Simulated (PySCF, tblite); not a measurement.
# C₃H₁₃Si₃ radical: geometry, infrared bands and EPR parameters

What infrared bands and EPR parameters should C₃H₁₃Si₃ radical (`[SiH3][CH]C[SiH2]C[SiH3]`) show?

The runs use tblite 0.8.0 and PySCF 2.14.0, with density-fitted response routines of our own; the level of theory stands in each step. All values are computed, except where a source is named. Atoms are numbered from 0 throughout.

## 1. Starting geometry

19 atoms, charge 0, multiplicity 2; geometry from: force field or distance geometry start.

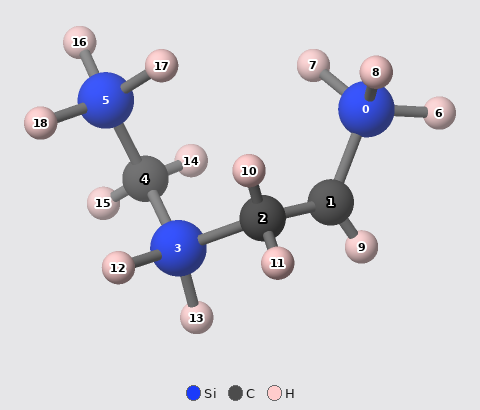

The starting geometry (silicon blue, carbon dark grey, hydrogen pink), atoms numbered; sticks join atoms by distance.

## 2. Relaxing the molecule with GFN2-xTB

What the job is given:

```
{"job": {"kind": "relax", "xc": "GFN2-xTB", "basis": "xTB"}, "charge": 0, "multiplicity": 2}
Si    -2.568800     0.687500     0.603100
C     -1.794300     0.009300    -0.892200
C     -0.458200     0.482300    -1.395100
Si     0.960800    -0.720900    -1.220900
C      1.310800    -1.221300     0.543900
Si     2.044600     0.235100     1.390400
H     -3.950900     0.153800     0.727800
H     -1.776900     0.301600     1.796700
H     -2.621500     2.165300     0.513000
H     -2.349500    -0.752100    -1.420900
H     -0.189000     1.437200    -0.937700
H     -0.587600     0.693800    -2.466800
H      2.170800    -0.172000    -1.853800
H      0.620700    -1.959400    -1.973800
H      0.394000    -1.541200     1.040500
H      2.006700    -2.062000     0.569800
H      2.323000    -0.102300     2.814700
H      1.120700     1.390400     1.376800
H      3.334900     0.643400     0.777100
```

Started as:

```
$ OMP_NUM_THREADS=1 python probes_run.py task.json out
```

This one command runs all jobs of the session in turn.

The log of the run:

```text
step      E/eV     max force
  0    -493.69794    2.006
  1    -493.82712    0.738
  2    -493.86434    0.471
  3    -493.88494    0.453
  4    -493.90225    0.321
  5    -493.91533    0.258
  6    -493.92457    0.241
  7    -493.93080    0.158
  8    -493.93546    0.147
  9    -493.93932    0.131
 10    -493.94222    0.107
 11    -493.94469    0.127
 12    -493.94679    0.122
 13    -493.94829    0.091
 14    -493.94956    0.082
 15    -493.95114    0.118
 16    -493.95324    0.175
 17    -493.95546    0.160
 18    -493.95712    0.087
 19    -493.95827    0.082
 20    -493.95956    0.107
 21    -493.96147    0.154
 22    -493.96366    0.151
 23    -493.96544    0.099
 24    -493.96660    0.083
 25    -493.96743    0.087
 26    -493.96811    0.062
 27    -493.96873    0.059
 28    -493.96933    0.065
 29    -493.96998    0.077
 30    -493.97059    0.058
 31    -493.97101    0.042
 32    -493.97128    0.036
 33    -493.97152    0.054
 34    -493.97180    0.059
 35    -493.97205    0.037
 36    -493.97225    0.035
 37    -493.97241    0.036
 38    -493.97263    0.065
 39    -493.97295    0.079
 40    -493.97333    0.067
 41    -493.97371    0.051
 42    -493.97408    0.040
 43    -493.97450    0.061
 44    -493.97499    0.077
 45    -493.97545    0.057
 46    -493.97581    0.049
 47    -493.97616    0.062
 48    -493.97660    0.067
 49    -493.97710    0.056
 50    -493.97754    0.049
 51    -493.97789    0.043
 52    -493.97826    0.053
 53    -493.97866    0.063
 54    -493.97900    0.046
 55    -493.97922    0.033
 56    -493.97938    0.038
 57    -493.97956    0.043
 58    -493.97977    0.041
 59    -493.97992    0.026
 60    -493.98001    0.021
 61    -493.98009    0.028
 62    -493.98019    0.036
 63    -493.98031    0.037
 64    -493.98042    0.027
 65    -493.98049    0.015
 66    -493.98055    0.019
 67    -493.98061    0.020
 68    -493.98070    0.024
 69    -493.98077    0.019
 70    -493.98083    0.019
 71    -493.98089    0.018
 72    -493.98097    0.021
 73    -493.98108    0.029
 74    -493.98119    0.023
 75    -493.98126    0.017
 76    -493.98132    0.017
 77    -493.98141    0.023
 78    -493.98156    0.039
 79    -493.98177    0.046
 80    -493.98195    0.031
 81    -493.98203    0.016
 82    -493.98208    0.016
 83    -493.98216    0.024
 84    -493.98229    0.040
 85    -493.98250    0.046
 86    -493.98274    0.041
 87    -493.98295    0.046
 88    -493.98314    0.041
 89    -493.98336    0.044
 90    -493.98363    0.045
 91    -493.98385    0.027
 92    -493.98398    0.025
 93    -493.98409    0.028
 94    -493.98424    0.035
 95    -493.98444    0.038
 96    -493.98463    0.031
 97    -493.98476    0.022
 98    -493.98484    0.020
 99    -493.98490    0.015
100    -493.98497    0.020
101    -493.98508    0.024
102    -493.98518    0.021
103    -493.98528    0.017
104    -493.98534    0.017
105    -493.98539    0.016
106    -493.98545    0.019
107    -493.98554    0.025
108    -493.98566    0.028
109    -493.98576    0.020
110    -493.98583    0.020
111    -493.98588    0.018
112    -493.98593    0.015
113    -493.98602    0.031
114    -493.98620    0.041
115    -493.98648    0.051
116    -493.98667    0.036
117    -493.98678    0.022
118    -493.98682    0.019
119    -493.98687    0.024
120    -493.98696    0.031
121    -493.98705    0.026
122    -493.98713    0.019
123    -493.98717    0.011
124    -493.98719    0.011
125    -493.98721    0.011
126    -493.98723    0.012
127    -493.98726    0.015
128    -493.98730    0.013
129    -493.98733    0.012
130    -493.98736    0.014
131    -493.98741    0.016
132    -493.98744    0.013
133    -493.98746    0.010
```

Run time: 1.1 s. Hardware: 1 thread of Arm Neoverse V1, shared host.

Along the way: (not every step is listed)

| step | energy from step 0 (eV) | largest force (eV/Å) |
| --- | --- | --- |
| 0 | 0.0000 | 2.0060 |
| 1 | -0.1292 | 0.7376 |
| 2 | -0.1664 | 0.4711 |
| 3 | -0.1870 | 0.4534 |
| 4 | -0.2043 | 0.3208 |
| 5 | -0.2174 | 0.2576 |
| 6 | -0.2266 | 0.2408 |
| 7 | -0.2329 | 0.1584 |
| 8 | -0.2375 | 0.1474 |
| 20 | -0.2616 | 0.1075 |
| 32 | -0.2733 | 0.0357 |
| 44 | -0.2770 | 0.0769 |
| 56 | -0.2814 | 0.0382 |
| 68 | -0.2828 | 0.0235 |
| 80 | -0.2840 | 0.0313 |
| 92 | -0.2860 | 0.0251 |
| 104 | -0.2874 | 0.0169 |
| 116 | -0.2887 | 0.0361 |
| 128 | -0.2894 | 0.0127 |
| 129 | -0.2894 | 0.0119 |
| 130 | -0.2894 | 0.0140 |
| 131 | -0.2895 | 0.0157 |
| 132 | -0.2895 | 0.0130 |
| 133 | -0.2895 | 0.0097 |

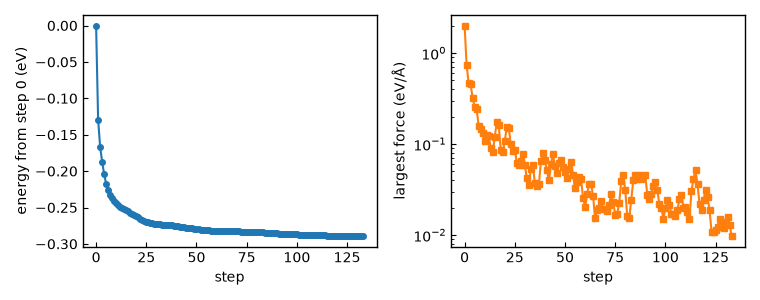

Energy and force, step by step.

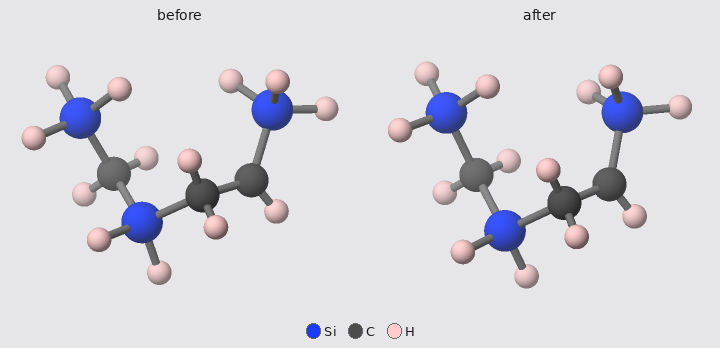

Before and after, at one scale.

Close pairs (by a distance rule), those that changed most:

| bond | before (Å) | after (Å) | change (Å) |
| --- | --- | --- | --- |
| C2–Si3 | 1.869 | 1.935 | +0.067 |
| C4–Si5 | 1.837 | 1.902 | +0.065 |
| C1–C2 | 1.504 | 1.460 | -0.044 |
| Si0–C1 | 1.815 | 1.845 | +0.029 |
| Si3–C4 | 1.867 | 1.895 | +0.027 |
| Si5–H16 | 1.490 | 1.467 | -0.023 |
| Si0–H6 | 1.487 | 1.466 | -0.020 |
| Si5–H18 | 1.486 | 1.466 | -0.019 |

The next job starts from the end point, and lists it.

## 3. Harmonic vibrations with GFN2-xTB

What the job is given:

```
{"job": {"kind": "ir", "xc": "GFN2-xTB", "basis": "xTB"}, "charge": 0, "multiplicity": 2}
Si    -2.342849     0.581517     0.706470
C     -1.729673     0.060567    -0.953396
C     -0.475489     0.502667    -1.556664
Si     0.902837    -0.835754    -1.324396
C      1.258418    -1.116946     0.515259
Si     1.881649     0.389510     1.494902
H     -3.791696     0.360910     0.753710
H     -1.744875    -0.156482     1.837216
H     -2.035537     2.002522     0.919730
H     -2.280207    -0.677704    -1.521047
H     -0.122728     1.433747    -1.115313
H     -0.574307     0.642635    -2.635271
H      2.102009    -0.359583    -2.027827
H      0.433838    -2.075340    -1.960888
H      0.351835    -1.486932     0.993933
H      1.994838    -1.916116     0.602554
H      2.091277    -0.000392     2.893307
H      0.910912     1.481972     1.437168
H      3.159943     0.837675     0.933091
```

The log of the run:

```text
mode    cm-1     km/mol
  1      49.4      0.18
  2      66.5      0.10
  3      84.9      0.13
  4      94.6      0.64
  5     123.2      0.18
  6     135.6      0.44
  7     199.5      0.25
  8     229.3      3.75
  9     282.3      1.05
 10     454.4     28.03
 11     492.1     22.95
 12     498.0     17.85
 13     516.1     41.92
 14     530.2     85.13
 15     547.4     54.78
 16     571.0     64.78
 17     631.6     21.25
 18     647.6     22.83
 19     703.6     46.65
 20     732.2    229.38
 21     754.5    166.07
 22     775.9    127.95
 23     776.2    230.23
 24     789.9    213.10
 25     795.0    306.73
 26     799.6    293.14
 27     819.4    323.12
 28     824.7    107.31
 29     834.6    368.69
 30     847.3     49.51
 31    1024.0      1.36
 32    1080.2     22.06
 33    1139.1     88.82
 34    1141.8     43.10
 35    1195.3      4.68
 36    1317.9      1.24
 37    1448.2      0.73
 38    1461.2      4.96
 39    2123.5    332.58
 40    2197.5     21.51
 41    2201.7    580.90
 42    2215.1    162.69
 43    2229.7    460.19
 44    2235.7    513.47
 45    2241.0    227.83
 46    2271.1    252.85
 47    2935.5     41.12
 48    2975.5     45.61
 49    2983.7     22.78
 50    2985.7     24.69
 51    3044.6     50.63
```

It took 0.85 s on 1 thread of Arm Neoverse V1, shared host.

Which atoms move in the most intense modes:

| cm⁻¹ | km/mol | atoms |
| --- | --- | --- |
| 795 | 306.7 | H16 44 %, H17 17 %, H18 11 % |
| 800 | 293.1 | H16 28 %, H18 21 %, H17 18 %, Si5 12 % |
| 819 | 323.1 | H7 20 %, H6 18 %, C4 16 %, H8 11 % |
| 835 | 368.7 | C4 23 %, H8 17 %, H7 17 % |
| 2124 | 332.6 | H7 93 % |
| 2202 | 580.9 | H8 53 %, H12 20 %, H13 20 % |
| 2230 | 460.2 | H6 93 % |
| 2236 | 513.5 | H16 70 %, H18 22 % |

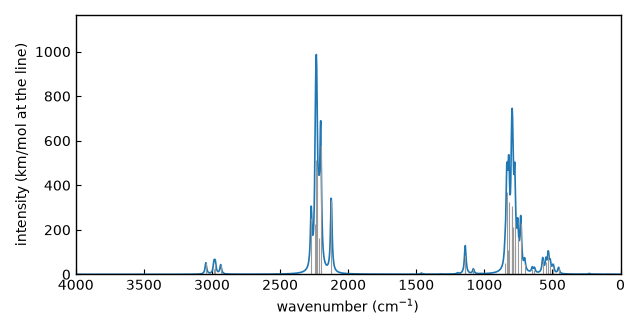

The infrared spectrum from these modes, unscaled. Lines are broadened to a width of 14 cm⁻¹ (Lorentzian).

## 4. EPR parameters: B3LYP/pcH-1

Settings changed since step 3:

```diff
@@ -1,2 +1,2 @@
-{"job": {"kind": "ir", "xc": "GFN2-xTB", "basis": "xTB"}, "charge": 0, "multiplicity": 2}
+{"job": {"kind": "epr", "basis": "pcH-1"}, "charge": 0, "multiplicity": 2}
 Si    -2.342849     0.581517     0.706470
```

Level: UKS B3LYP, pcH-1 on C H Si, non-relativistic, mean-field spin-orbit, GIAO.

The log of the run:

```text
UKS, coarse grid
  cycle   1  E = -990.56070316  |g| = 3.79e-01
  cycle   2  E = -990.51933685  |g| = 4.51e-01
  cycle   3  E = -990.62339656  |g| = 5.57e-02
  cycle   4  E = -990.62509191  |g| = 1.47e-02
  cycle   5  E = -990.62519515  |g| = 5.56e-03
  cycle   6  E = -990.62521413  |g| = 1.92e-03
  cycle   7  E = -990.62521573  |g| = 7.88e-04
UKS, final grid
  cycle   1  E = -990.62519409  |g| = 8.52e-04
  cycle   2  E = -990.62519387  |g| = 1.08e-03
  cycle   3  E = -990.62519449  |g| = 9.52e-05
  cycle   4  E = -990.62519449  |g| = 3.41e-05
  cycle   5  E = -990.62519449  |g| = 1.47e-05
E = -990.62519449 Eh   <S^2> = 0.7537 (exact 0.7500)
g shifts (ppm)      1          2          3
  rmc          -134       -134       -134
  gc              2         23         23
  oz_so        -168        434        777
  total        -300        323        666
hyperfine (MHz)  atom isotope    a_iso     a_fc   dipolar eigenvalues
    0  29Si      46.63      46.70     -1.93     -0.59      2.52
    1   13C      75.48      75.59    -70.17    -69.12    139.29
    2   13C     -25.08     -25.09     -5.29     -0.91      6.20
    3  29Si    -130.47    -130.61    -21.84     10.20     11.64
    4   13C      -1.68      -1.68     -0.68      0.07      0.61
    5  29Si      -0.34      -0.34     -0.34      0.10      0.24
    6    1H      14.09      14.09     -3.32     -2.53      5.85
    7    1H      85.06      85.06     -3.14     -1.47      4.60
    8    1H      26.18      26.18     -3.02     -2.43      5.45
    9    1H     -52.93     -52.94    -33.38     -0.29     33.68
   10    1H      22.37      22.37     -3.77     -3.67      7.44
   11    1H      76.02      76.01     -4.76     -3.50      8.25
   12    1H      26.59      26.59     -2.15     -1.05      3.21
   13    1H      -3.07      -3.07     -2.85     -1.59      4.44
   14    1H      -0.24      -0.24     -2.63     -1.84      4.47
   15    1H       0.83       0.83     -1.17     -0.59      1.76
   16    1H       0.15       0.15     -0.54     -0.44      0.98
   17    1H       0.02       0.02     -1.24     -1.03      2.27
   18    1H       0.35       0.35     -0.61     -0.48      1.09
```

Wall time 2.3 min (1 thread of Arm Neoverse V1, shared host); peak memory 1.1 GiB.

Principal g values 2.00202, 2.00264, 2.00298; g(iso) = 2.00255, against 2.00232 for a free electron.

Mean a(iso) over the nuclei that a row names, and the largest dipolar term of the row (other rows stand at the frozen geometry):

| nuclei | isotope | a(iso) (MHz) | a(iso) (G, at g = 2.0023) | largest dipolar term (MHz) |
| --- | --- | --- | --- | --- |
| Si3 | 29Si | -130.5 | -46.6 | -21.8 |
| C1 | 13C | 75.5 | 26.9 | 139.3 |
| H9 | 1H | -52.9 | -18.9 | 33.7 |
| H10, H11 | 1H | 49.2 | 17.6 | 8.3 |
| Si0 | 29Si | 46.6 | 16.6 | 2.5 |
| H6, H7, H8 | 1H | 41.8 | 14.9 | 5.9 |
| C2 | 13C | -25.1 | -9.0 | 6.2 |
| H12, H13 | 1H | 11.8 | 4.2 | 4.4 |
| C4 | 13C | -1.7 | -0.6 | -0.7 |
| Si5 | 29Si | -0.3 | -0.1 | -0.3 |
| H14, H15 | 1H | 0.3 | 0.1 | 4.5 |
| H16, H17, H18 | 1H | 0.2 | 0.1 | 2.3 |

Mulliken spin populations:

Si0 -0.03; C1 0.94; C2 -0.06; Si3 0.07; C4 0.00; Si5 0.00; H6 0.01; H7 0.05; H8 0.01; H9 -0.04; H10 0.01; H11 0.03; H12 0.02; H13 0.00; H14 0.00; H15 0.00; H16 0.00; H17 0.00; H18 0.00

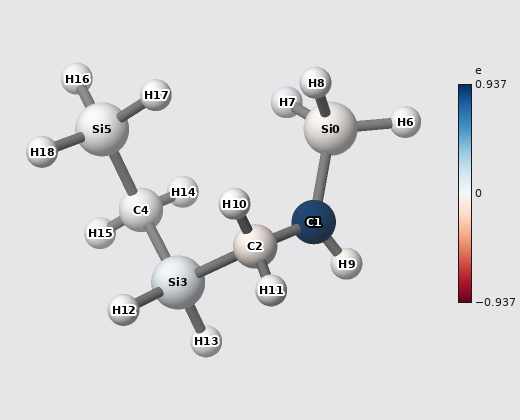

Mulliken spin populations, as colours on the atoms.

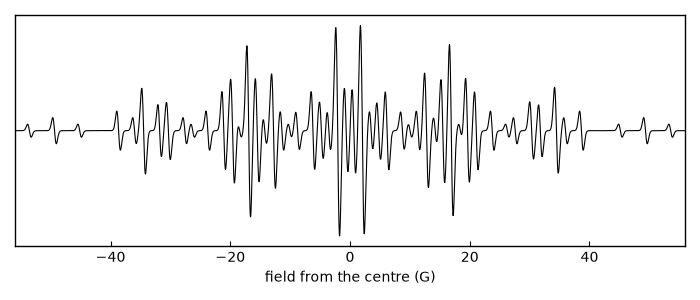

First-order isotropic spectrum (first derivative, main isotopes with spin only, couplings over 0.8 MHz, Gaussian width 0.3 G; couplings of the frozen geometry, rotation of groups not averaged beyond the rows shown).

The fields below are evaluated on a grid from the run's orbitals.

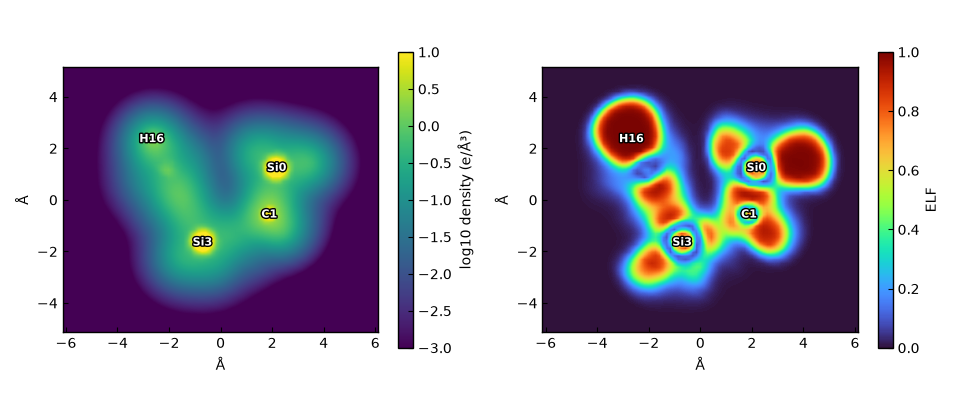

Density (left) and ELF (right) in a plane through or near 4 of the atoms.

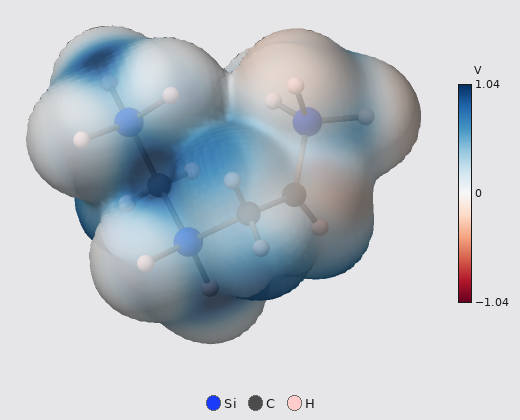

Electrostatic potential on the surface of density 0.002 e/bohr³; red is low, blue high. It runs from -0.17 V near C1 to 1.04 V near H10.

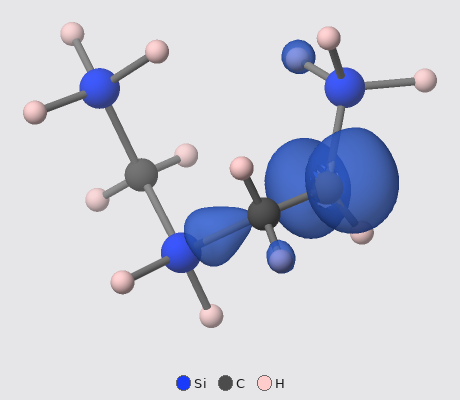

Spin density at ±0.04 e/Å³ (alpha excess blue, beta excess red).

## 5. Summary of results

```
                                 quantity                    value
strongest single infrared mode (GFN2-xTB)    2202 cm⁻¹, 581 km/mol
             zero-point energy (GFN2-xTB)            83.0 kcal/mol
                           g(iso) (B3LYP)                  2.00255
                                     ⟨S²⟩       0.754 (exact 0.75)
       largest a(iso) (averaged by class)  29Si on Si3, -130.5 MHz
    surface potential, least and greatest       -0.17 V and 1.04 V
```

The optimisation took 133 steps and gained 0.290 eV; among the close pairs (by a distance rule), C2–Si3 changed most, from 1.869 to 1.935 Å. No mode is imaginary among the 51: a minimum at this level. The strongest single mode, at 2202 cm⁻¹, moves mainly H8. GFN2-xTB is a fitted tight-binding method: band positions and strengths are rough. Its intensities can rank the bands wrongly. Most of the unpaired spin sits on C1 (0.94 e). The isotropic g lies 0.2 ppt above the free-electron value.
